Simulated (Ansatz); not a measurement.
# ZnInGaO4 (R3m): G0W0 under other settings

A base run on ZnInGaO4 (R3m), then changed inputs.

Method: G0W0 on PBE, plane waves, PAW; PAW set soft_1, in Ansatz 0.2.0.

### Step 1. The structure

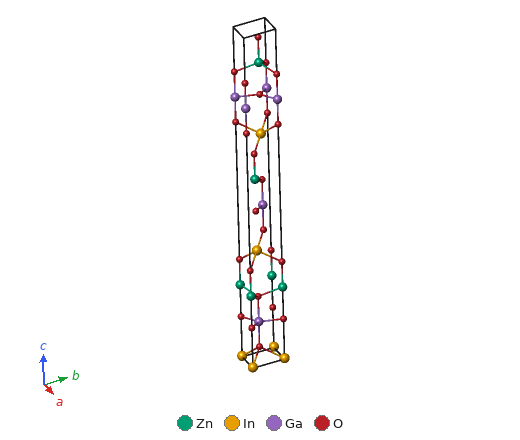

Start, viewed slightly off an axis; zinc teal, indium orange, gallium purple, oxygen red. This picture shows the conventional cell, with its axes. Bonds to atoms that aren't drawn are left out. Some periodic images of atoms are drawn too.

The cell and positions are those that the Materials Project relaxed with its own functionals (PBE, PBE+U or r2SCAN), kept fixed.

### Step 2. The base run: 4×4×4 mesh, 68 empty bands, screening to 50 eV, PAW set soft_1 files

Now the one-shot GW correction: screening in the RPA, then the self-energy of the levels asked for. This step takes PAW set soft_1 files.

File input.yaml:

```yaml
crystal:
  lattice:
    - [1.6803268679, 0.9701371695, 8.713405462]
    - [-1.6803268679, 0.9701371695, 8.713405462]
    - [0.0, -1.940274339, 8.713405462]
  atoms:
    - { symbol: Zn, position: [0.218382, 0.218382, 0.218382] }
    - { symbol: In, position: [0.002768, 0.002768, 0.002768] }
    - { symbol: Ga, position: [0.787034, 0.787034, 0.787034] }
    - { symbol: O, position: [0.295143, 0.295143, 0.295143] }
    - { symbol: O, position: [0.711358, 0.711358, 0.711358] }
    - { symbol: O, position: [0.121717, 0.121717, 0.121717] }
    - { symbol: O, position: [0.863599, 0.863599, 0.863599] }
kpoints:
  mp_grid: { grid: [4, 4, 4] }
hamiltonian:
  xc: pbe
  pseudopotentials: { kind: paw, azcp: { folder: soft_1 } }
scf:
  occupations: { method: fixed }
gw:
  n_empty_bands: 68
  ecut_chi: 50
  qp_bands: [v2, c2]
  qp_kpoints: band_edges
  screening: { model: contour_deformation }
```

The run is started by

```sh
$ ansatz run input.yaml --threads 2 --pin off --max-ram 92160MiB --backend cuda --events-out ev --progress --plain --runs-dir out --devices 1 --max-vram 13GiB
```

Numbers of over 12 decimals in the logs are rounded to 6 here.

The program printed:

```text
GPUs: using 1 of 1 available (devices: 1).
Engine: ansatz 0.2.0, x86_64-unknown-linux-gnu
Pseudopotentials: kind: paw
Pseudopotential: Zn, paw, valence charge 12, recommended cutoff 420 eV (normal), soft_1/Zn.paw.azcp
Pseudopotential: In, paw, valence charge 13, recommended cutoff 420 eV (normal), soft_1/In.paw.azcp
Pseudopotential: Ga, paw, valence charge 13, recommended cutoff 420 eV (normal), soft_1/Ga.paw.azcp
Pseudopotential: O, paw, valence charge 6, recommended cutoff 420 eV (normal), soft_1/O.paw.azcp
Functional definition: PBE
  parameter kappa = 0.804
  parameter beta = 0.066725
  exchange = pbe_x(kappa = kappa, mu = beta*pi^2/3)
  correlation = pbe_c(beta = beta)
device memory: the entry about to start is reckoned to put 3.0 GiB on a device that reports 41.6 GiB free (of which the cap on the GPU budget leaves the run 13.0 GiB)
GPU FFT provider: cuFFT
GPU libraries: cuBLAS 13.8.2, cuFFT 12.4.0, cuSOLVER 12.3.4
Crystal: 7 atoms, lattice volume = 85.225 Å³
Basis set: ecut = 420 eV, 1667 PW (Γ)
Bands: 38, of which v1, the nominal top of the filled ones, is band 31 counted from 1 (30 counted from 0)
Symmetry: 6 space group operations
Space group: R3m (ITA 160), of the structure as read, at distance tolerance 4.4e-5 Å
k-points: 13 of 64 (time reversal used)
Non-local potential: Zn, projectors of the file, l = 0: 2, l = 1: 2, l = 2: 3, l = 3: 1
Non-local potential: In, projectors of the file, l = 0: 2, l = 1: 2, l = 2: 2, l = 3: 1
Non-local potential: Ga, projectors of the file, l = 0: 2, l = 1: 2, l = 2: 3, l = 3: 1
Non-local potential: O, projectors of the file, l = 0: 2, l = 1: 2, l = 2: 1
PAW form: soft (Blöchl's): semilocal exchange-correlation on the pseudo side does not see the compensation charge
PAW one-centre angular grid: Zn, 590 points (default); XC on 64 Gauss nodes
PAW one-centre angular grid: In, 590 points (default); XC on 64 Gauss nodes
PAW one-centre angular grid: Ga, 590 points (default); XC on 64 Gauss nodes
PAW one-centre angular grid: O, 110 points (default); XC on 64 Gauss nodes
Initial density: superposition of atomic densities (chi_scale 0.1, normalization cell, long waves kept (reshape's long-wave potential 0.53 eV rms))
Initial wavefunctions: pseudopotential atomic-orbital guess
GPU buffer pool allocated for 216000 grid points (all kernels)
GPU transforms: local potential and band sums: pruned to the plane-wave sphere, on 60×60×60
Functional: x = pbe(κ = 0.804, μ = 0.219515), c = pbe(β = 0.066725)
SCF iter   1: F=—  HF=-14972.637961 eV  |F-HF|=—  |Δ(HF+E_count)|=         —  Δρ=9.65e-2  dr2=4.80e0  ethr=3.10e-3  ⟨swp⟩=4.9  Hψ=1668  notcnv=0  defer=63
preconditioner: auto → Resta (q_TF=auto, 2.587 Å⁻¹)  ε∞=4.8  [insulator: Δε(μ)=1.531 eV  Ē_g=16.275 eV  n_scr=30 (ndim 8)  ℏωp=31.7 eV  f_vac=0.002  ε∞_Penn≈4.8]
[...]
k-point 12: bands = [... 27 lower, 7.0391, 7.0391, 7.8255, 7.8255, 10.2727, 10.6376, 12.9562, 13.8565, ... 3 higher]
--- G₀W₀: contour deformation, 6 samples at zero and on the imaginary axis and 2 off it, 64 q-points, 68 empty bands' worth ---
  eigenvalues of the whole cell's RPA ε∞ on this k-mesh (on a slab, of 1 + 4πα/V) = 5.0943, 5.8082, 5.8082; static W/v taken at q = 0 is 0.147613
  bands read: the sum over 99 bands ends inside a degenerate multiplet in 1 slot, whose members it reads at an even weight; the widest, k=12: bands 99 to 100 (counted from 1) at 1/2 each
  gw.qp_kpoints: band_edges: 13 of 13 stored k-points solved, in 1 pass; an edge of the gap read off the rows below is read off those points alone
  `?` marks the rows in doubt; gw_qp.tsv's column doubts and the gw_qp event give each row's grounds
    ik  band        ε_KS         Σx   Σc(E_QP)       V_xc       Z   E_QP_lin       E_QP  E_QP is
     0    30      7.8275   -33.5051     5.5833   -26.9895  0.7356     6.7838     6.8951  root ?
     0    31      7.8275   -33.5051     5.5833   -26.9895  0.7356     6.7838     6.8951  root ?
     0    32      8.8890   -11.6767    -2.9858   -15.3273  0.8047     9.5777     9.5538  root
     0    33     12.0206   -13.7843    -3.2521   -18.3136  0.7611    13.2249    13.2979  root
     1    30      7.3796   -29.4474     5.3871   -23.4265  0.7298     6.7205     6.7458  root
     1    31      7.4463   -31.5456     5.4347   -25.3067  0.7314     6.5878     6.6421  root ?
     1    32     11.4610   -13.2887    -3.0121   -17.5529  0.7787    12.6054    12.7131  root ?
     1    33     12.7616   -12.1480    -3.6667   -17.1724  0.7700    14.0446    14.1193  root
     2    30      7.3092   -28.5727     5.1239   -23.0003  0.7289     6.8505     6.8607  root
     2    31      7.5618   -30.5581     5.3658   -24.5129  0.7341     6.8528     6.8824  root
     2    32     12.9316   -10.3977    -3.7820   -15.4425  0.7883    14.0917    14.1945  root ?
     2    33     13.5715   -11.9789    -3.9004   -17.3654  0.7725    14.9936    15.0576  root
     3    30      7.3859   -28.6424     5.3166   -22.7920  0.7292     6.8363     6.8521  root
[...]
3    32     11.4557   -13.0305    -3.0675   -17.3383  0.7799    12.5873    12.6960  root ?
[...]
6    30      7.0434   -31.6563     5.6792   -25.0739  0.7270     6.0471     6.1403  root ?
[...]
7    30      7.8264   -33.4846     5.5796   -26.9737  0.7356     6.7846     6.8952  root ?
[...]
11    30      7.0121   -29.1047     5.2405   -23.2322  0.7294     6.3548     6.3802  root
    11    31      7.5315   -30.0490     5.2949   -24.1459  0.7332     6.9015     6.9233  root
    11    32     13.5348   -13.6395    -3.8126   -19.0909  0.7632    15.1381    15.1736  root
    11    33     14.2237   -11.8675    -4.0856   -17.4974  0.7653    15.7060    15.7680  root
    12    30      7.8255   -33.4640     5.5759   -26.9578  0.7356     6.7854     6.8952  root ?
    12    31      7.8255   -33.4640     5.5759   -26.9578  0.7356     6.7854     6.8952  root ?
    12    32     10.2727   -14.5391    -2.5789   -17.9471  0.7699    11.1664    11.1017  root ?
    12    33     10.6376   -13.4479    -2.8729   -17.1315  0.7701    11.5205    11.4483  root ?
[key lines of the parts left out:]
SCF converged after 12 iterations
Free energy (F): -14971.157291 eV
Fermi energy:    7.827451 eV
```

The job ended after 15 s (1 × NVIDIA H100 80GB HBM3 (shared by 6 runs) with 2 threads of AMD EPYC 7R13 (Zen 3), shared host; peak memory 1.1 GiB; 16 s of CPU time).

Reading the cycles: dr2 is the Hartree energy of the density residual (eV), the measure of convergence; HF is the Harris–Foulkes estimate of the energy, which meets the free energy F at convergence.

This step gave:

```yaml
bands_summed: 99
rpa_eps_infinity_on_this_mesh_eigenvalues: 5.094, 5.808, 5.808
plane_waves_in_the_screening_matrix: 59
q_points_in_the_mesh: 64
g0w0_gap_on_the_mesh: 2.617 eV
k_of_the_valence_top: 0, -0.5, -0.5
k_of_the_conduction_bottom: 0, 0, 0
starting_gap_on_the_mesh: 1.062 eV
z_at_the_valence_top: 0.7301
z_at_the_conduction_bottom: 0.8047
least_direct_g0w0_gap_on_the_computed_points: 2.659 eV
```

The gap on the mesh goes from 1.06 eV to 2.62 eV, a correction of +1.56 eV, though a band edge has moved to another state.

### Step 3. Variant: no symmetry

Edit input.yaml of step 2 so:

```diff
@@ -13,2 +13,3 @@
     - { symbol: O, position: [0.863599, 0.863599, 0.863599] }
+  symmetry: { detect: false }
 kpoints:
@@ -21,4 +22,4 @@
 gw:
-  n_empty_bands: 68
-  ecut_chi: 50
+  n_empty_bands: 89
+  ecut_chi: 60
   qp_bands: [v2, c2]
```

The program printed:

```text
GPUs: using 1 of 1 available (devices: 1).
[...]
GPU FFT provider: cuFFT
GPU libraries: cuBLAS 13.8.2, cuFFT 12.4.0, cuSOLVER 12.3.4
Crystal: 7 atoms, lattice volume = 85.225 Å³
Basis set: ecut = 420 eV, 1667 PW (Γ)
Bands: 38, of which v1, the nominal top of the filled ones, is band 31 counted from 1 (30 counted from 0)
Symmetry: 1 space group operations
k-points: 36 of 64 (time reversal used)
[...]
GPU buffer pool allocated for 216000 grid points (all kernels)
[...]
SCF iter   1: F=—  HF=-14972.637934 eV  |F-HF|=—  |Δ(HF+E_count)|=         —  Δρ=9.65e-2  dr2=4.80e0  ethr=3.10e-3  ⟨swp⟩=4.9  Hψ=4617  notcnv=0  defer=174
[...]
SCF iter  12: F=-14971.157291 eV  HF=-14971.157291 eV  |F-HF|=2.66e-9  |Δ(HF+E_count)|=   1.39e-7  Δρ=8.30e-6  dr2=3.06e-8  ethr=1.61e-10  ⟨swp⟩=9.0  Hψ=4929  notcnv=0
SCF 1 converged in 12 iterations: F = -14971.157291 eV  dr2 = 3.06e-8
[...]
NSCF: frozen V_eff on 36 k-points
[...]
G₀W₀ screening: q 1/36
[... further progress lines ...]
[...]
SCF converged after 12 iterations
Free energy (F): -14971.157291 eV
[...]
Internal energy: -14971.157291 eV  (E = F + TS)
E sigma→0 (E₀):  -14971.157291 eV
Fermi energy:    7.827451 eV
[...]
--- Band table (eV; the first three rows and the last of 36) ---
  k-point 0: bands = [... 27 lower, 7.0643, 7.3043, 7.8275, 7.8275, 8.8890, 12.0206, 12.6901, 13.5844, ... 3 higher]
  k-point 1: bands = [... 27 lower, 7.0233, 7.0622, 7.3796, 7.4463, 11.4610, 12.7616, 13.6027, 15.1868, ... 3 higher]
[...]
1    30      7.3796   -29.4474     5.4161   -23.4265  0.7280     6.7529     6.7748  root
     1    31      7.4463   -31.5456     5.4724   -25.3067  0.7295     6.6348     6.6798  root ?
     1    32     11.4610   -13.2887    -3.0769   -17.5529  0.7774    12.5395    12.6483  root ?
     1    33     12.7616   -12.1480    -3.7458   -17.1724  0.7690    13.9555    14.0403  root
     2    30      7.3092   -28.5727     5.1309   -23.0003  0.7272     6.8580     6.8677  root
     2    31      7.5618   -30.5581     5.4032   -24.5129  0.7321     6.8950     6.9198  root
     2    32     12.9316   -10.3977    -3.8934   -15.4425  0.7878    13.9816    14.0830  root ?
     2    33     13.5715   -11.9789    -3.9909   -17.3654  0.7716    14.8908    14.9671  root
     3    30      7.3796   -29.4474     5.4161   -23.4265  0.7280     6.7529     6.7748  root
     3    31      7.4463   -31.5456     5.4724   -25.3067  0.7295     6.6348     6.6798  root ?
     3    32     11.4610   -13.2887    -3.0769   -17.5529  0.7774    12.5395    12.6483  root ?
[...]
4    32     11.4557   -13.0305    -3.1349   -17.3383  0.7788    12.5204    12.6285  root ?
[...]
33    33     13.4326   -11.6155    -3.9747   -16.9140  0.7770    14.6668    14.7564  root
    34    30      7.4889   -31.0701     5.3839   -24.9832  0.7302     6.7521     6.7858  root
    34    31      7.4938   -30.1464     5.3529   -24.1747  0.7309     6.8524     6.8751  root
[...]
34    33     12.2131   -12.5416    -3.4047   -17.1574  0.7718    13.3255    13.4242  root
    35    30      7.8255   -33.4640     5.6214   -26.9578  0.7334     6.8585     6.9407  root ?
    35    31      7.8255   -33.4640     5.6214   -26.9578  0.7334     6.8585     6.9407  root ?
    35    32     10.2727   -14.5391    -2.6213   -17.9471  0.7686    11.1103    11.0593  root ?
    35    33     10.6376   -13.4479    -2.9053   -17.1315  0.7694    11.4765    11.4159  root ?
```

Elapsed: 43 s, on 1 × NVIDIA H100 80GB HBM3 (shared by 6 runs) with 2 threads; peak memory 1.3 GiB; 72 s of CPU time.

The G0W0 gap on the mesh is 2.549 eV.

Against the base:

```csv
setting,base,variant
empty bands,68,89
screening cutoff (eV),50,60
symmetry detection,-,false
```

| quantity | variant | base |
| --- | --- | --- |
| starting gap on the mesh | 1.062 | 1.062 |
| G0W0 gap on the mesh | 2.549 | 2.617 |
| least direct G0W0 gap on the computed points | 2.563 | 2.659 |
| Z at the valence top | 0.731 | 0.730 |
| Z at the conduction bottom | 0.804 | 0.805 |

### Step 4. Summary of results

```json
{"base": "2.62 eV, 15 s", "no symmetry": "2.55 eV, 43 s"}
```

**Reading.** No symmetry: the gap moves by −0.07 eV and the time by a factor of 2.9. The variant differs from the base in empty bands, screening cutoff and symmetry detection together, so the change can't be laid to one of them. Symmetry itself changes the cost, not the physics. All runs here use a coarse mesh and modest cutoffs; they test settings and are not final values. The many-body steps are scalar-relativistic: spin-orbit coupling is not in them.

[Paths, hosts, dates, memory and timing lines, banners, echoed tables and standing remarks are left out of the program output.]

[Logs are printed without paths, hosts, clocks, repeated set-up lines and the standing remarks that a program may print on its own settings, such as how far it seeks lower states.]

[Runs of the session that timed out or met a known fault of the program may be left out.]

[Cells called generated may have been cut or substituted from an entry of the Crystallography Open Database or the Materials Project.]

[Hosts, paths, dates, database ids (printed as entryN), source tags and the programs' standing remarks are cut or masked in the printed files.]
